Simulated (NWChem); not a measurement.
# A workflow on the pair BF4···BH2Br−

Aim: the energy (singlet [B2H2BrF4]−, MP2/def2-SVP), then the energy (singlet [BF4]−, MP2/def2-SVP), then the energy (singlet BH2Br, MP2/def2-SVP), then the energy (singlet [BF4]−, MP2/def2-SVP), then a single-point energy (singlet BH2Br, MP2/def2-SVP) of B2BrF4H2 and its partners. 

The results are computed with NWChem 7.3.0.

**1. Starting point**

[B2H2BrF4]− has 9 atoms, charge -1, and is taken as a singlet. The two molecules were placed rigidly side by side, at 0.9 times their contact distance; the pair isn't optimised.

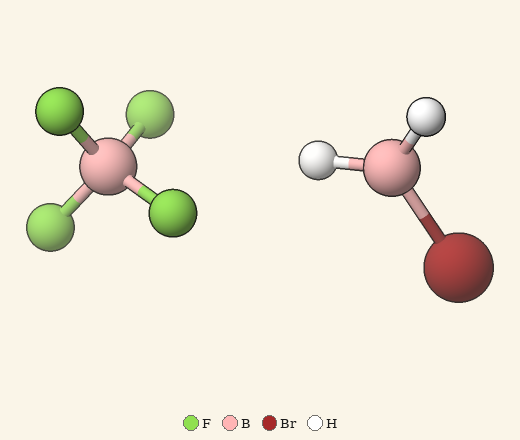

The structure, seen from a chosen angle (fluorine green, boron pink, bromine red, hydrogen white).

**2. A single-point energy at MP2/def2-SVP (run 1)**

b2brf4h2.nw

```
start b2brf4h2
memory total 2200 mb
charge -1

geometry noautosym nocenter noautoz
   F       -0.057100      -0.040200       1.404000
   B        0.000000       0.000000       0.000100
   F        0.948900      -0.931000      -0.457200
   F       -1.262500      -0.319100      -0.529700
   F        0.370700       1.290300      -0.417200
   B       -4.055070      -0.476070       1.349470
   Br      -4.873890      -2.178740       1.267600
   H       -2.871240      -0.424940       1.259030
   H       -4.758490       0.471700       1.487460
end

basis "ao basis" spherical bse
   * library def2-SVP
end

scf
   thresh 1e-08
   maxiter 80
   print low
end

mp2
   freeze core 15
   tight
end

task mp2
```

Started as:

```bash
$ nwchem b2brf4h2.nw > b2brf4h2.out
```

The program printed (excerpt; [...] marks lines left out):

```text
[...]
  functions       =   126
[...]
  wavefunction    = RHF
[...]
         Total SCF energy =  -3020.345218154724
      One-electron energy =  -5064.865471583230
      Two-electron energy =   1622.297954344747
 Nuclear repulsion energy =    422.222299083760
        Time for solution =     17.3s
[...]
          Total MP2 energy         -3021.491818010632
[...]
```

Run time: 23 s. Hardware: 1 thread of AMD EPYC 9R45 (Zen 5), shared host; peak memory 0.75 GiB.

**3. [BF4]−: a single-point energy at MP2/def2-SVP (run 2)**

input.nw

```
start input
title "BF4"
memory 2200 mb
charge -1

geometry units atomic noautosym nocenter noautoz
F   -0.10790336  -0.07596699   2.65317548
B    0.00000000   0.00000000   0.00018897
F    1.79316112  -1.75933502  -0.86398278
F   -2.38577923  -0.60301161  -1.00098793
F    0.70052147   2.43831362  -0.78839374
end

basis spherical bse
F library def2-SVP
B library def2-SVP
end

scf
thresh 1e-08
maxiter 80
print low
end

mp2
freeze core 5
tight
end

task mp2
```

Started as:

```bash
$ nwchem input.nw > input.out
```

The program printed (excerpt; [...] marks lines left out):

```text
[...]
  functions       =    70
[...]
  wavefunction    = RHF
[...]
         Total SCF energy =   -422.394403768552
      One-electron energy =   -960.082841633409
      Two-electron energy =    357.901768690922
 Nuclear repulsion energy =    179.786669173934
        Time for solution =      2.1s
[...]
          Total MP2 energy          -423.222315146375
[...]
```

Run time: 3.3 s. Hardware: 1 thread of AMD EPYC 9R45 (Zen 5), shared host; peak memory 0.17 GiB.

**4. BH2Br: a single-point energy at MP2/def2-SVP (run 3)**

nw.nw

```
START nw
memory total 2200 mb

GEOMETRY units atomic noautosym nocenter noautoz
   B     -7.66297172    -0.89964192     2.55012871
   Br    -9.21031726    -4.11722190     2.39541684
   H     -5.42585724    -0.80302022     2.37922188
   H     -8.99224287     0.89138381     2.81089202
END

BASIS spherical bse
   * library def2-SVP
END

SCF
   thresh 1e-08
   maxiter 80
   print low
END

MP2
   freeze core 10
   tight
END

TASK mp2 energy
```

Started as:

```bash
$ nwchem nw.nw > nw.out
```

The program printed (excerpt; [...] marks lines left out):

```text
[...]
  functions       =    56
[...]
  wavefunction    = RHF
[...]
         Total SCF energy =  -2597.945161499669
      One-electron energy =  -3750.914057478611
      Two-electron energy =   1085.379657483848
 Nuclear repulsion energy =     67.589238495093
        Time for solution =      4.1s
[...]
          Total MP2 energy         -2598.262607468657
[...]
```

It took 5.7 s on 1 thread of AMD EPYC 9R45 (Zen 5), shared host; peak memory 0.12 GiB.

**5. [BF4]− among ghost functions: a single-point energy at MP2/def2-SVP (with ghost functions) (run 4)**

bf4.nw

```
start bf4
memory total 2200 mb
charge -1

geometry noautosym nocenter noautoz
 F    -0.057100   -0.040200    1.404000
 B     0.000000    0.000000    0.000100
 F     0.948900   -0.931000   -0.457200
 F    -1.262500   -0.319100   -0.529700
 F     0.370700    1.290300   -0.417200
 bqB     -4.055070    -0.476070     1.349470
 bqBr    -4.873890    -2.178740     1.267600
 bqH     -2.871240    -0.424940     1.259030
 bqH     -4.758490     0.471700     1.487460
end

basis spherical bse
 F library def2-SVP
 B library def2-SVP
 bqB library B def2-SVP
 bqBr library Br def2-SVP
 bqH library H def2-SVP
end

scf
 thresh 1e-08
 maxiter 80
 print low
end

mp2
 freeze core 5
 tight
end

task mp2 energy
```

Started as:

```bash
$ nwchem bf4.nw > bf4.out
```

The program printed (excerpt; [...] marks lines left out):

```text
[...]
  functions       =   126
[...]
  wavefunction    = RHF
[...]
         Total SCF energy =   -422.396853934779
      One-electron energy =   -960.008522017618
      Two-electron energy =    357.824985995518
 Nuclear repulsion energy =    179.786682087321
        Time for solution =     10.7s
[...]
          Total MP2 energy          -423.226270758609
[...]
```

Run time: 15 s. Hardware: 1 thread of AMD EPYC 9R45 (Zen 5), shared host; peak memory 0.58 GiB.

**6. BH2Br among ghost functions: the energy at MP2/def2-SVP (with ghost functions) (run 5)**

bbrh2.nw

```
echo
start bbrh2
memory total 2200 mb

geometry units angstrom noautosym nocenter noautoz
   B    -4.055070   -0.476070    1.349470
   Br   -4.873890   -2.178740    1.267600
   H    -2.871240   -0.424940    1.259030
   H    -4.758490    0.471700    1.487460
   bqF     -0.057100    -0.040200     1.404000
   bqB      0.000000     0.000000     0.000100
   bqF      0.948900    -0.931000    -0.457200
   bqF     -1.262500    -0.319100    -0.529700
   bqF      0.370700     1.290300    -0.417200
end

basis spherical bse
   B library def2-SVP
   Br library def2-SVP
   H library def2-SVP
   bqF library F def2-SVP
   bqB library B def2-SVP
end

scf
   thresh 1e-08
   maxiter 80
   noprint "final vectors analysis"
end

mp2
   freeze core 10
   tight
end

task mp2
```

Started as:

```bash
$ nwchem bbrh2.nw > bbrh2.out
```

The program printed (excerpt; [...] marks lines left out):

```text
[...]
  functions       =   126
[...]
  wavefunction    = RHF
[...]
         Total SCF energy =  -2597.945195495665
      One-electron energy =  -3750.913869945729
      Two-electron energy =   1085.379431132406
 Nuclear repulsion energy =     67.589243317658
        Time for solution =     12.2s
[...]
          Total MP2 energy         -2598.262814371669
[...]
```

It took 17 s on 1 thread of AMD EPYC 9R45 (Zen 5), shared host; peak memory 0.43 GiB.

**7. Outcome**

| quantity | value |
| --- | --- |
| run 1, MP2/def2-SVP: total energy | -3021.49182 Eh |
| run 1, MP2/def2-SVP: correlation energy (15 core orbitals frozen) | -1146.6 mEh |
| [BF4]−: total energy | -423.22232 Eh |
| [BF4]−: correlation energy (5 core orbitals frozen) | -827.9 mEh |
| BH2Br: total energy | -2598.26261 Eh |
| BH2Br: correlation energy (10 core orbitals frozen) | -317.4 mEh |
| [BF4]− among ghost functions: total energy | -423.22627 Eh |
| [BF4]− among ghost functions: correlation energy (5 core orbitals frozen) | -829.4 mEh |
| BH2Br among ghost functions: total energy | -2598.26281 Eh |
| BH2Br among ghost functions: correlation energy (10 core orbitals frozen) | -317.6 mEh |
| interaction energy of the rigid parts [BF4]− and BH2Br (parts in their own basis; closest atoms 2.41 Å apart) | -0.188 eV |
| interaction energy of the rigid parts [BF4]− and BH2Br (parts in the whole basis, counterpoise; closest atoms 2.41 Å apart) | -0.074 eV |

In words: The interaction energy of the rigid parts [BF4]− and BH2Br (parts in their own basis; closest atoms 2.41 Å apart) is −0.19 eV (−18.1 kJ/mol): the parts attract. Without counterpoise this holds the superposition error of the basis. The interaction energy of the rigid parts [BF4]− and BH2Br (parts in the whole basis, counterpoise; closest atoms 2.41 Å apart) is −0.07 eV (−1.7 kcal/mol): the parts attract. The basis-set superposition error is 10.9 kJ/mol.
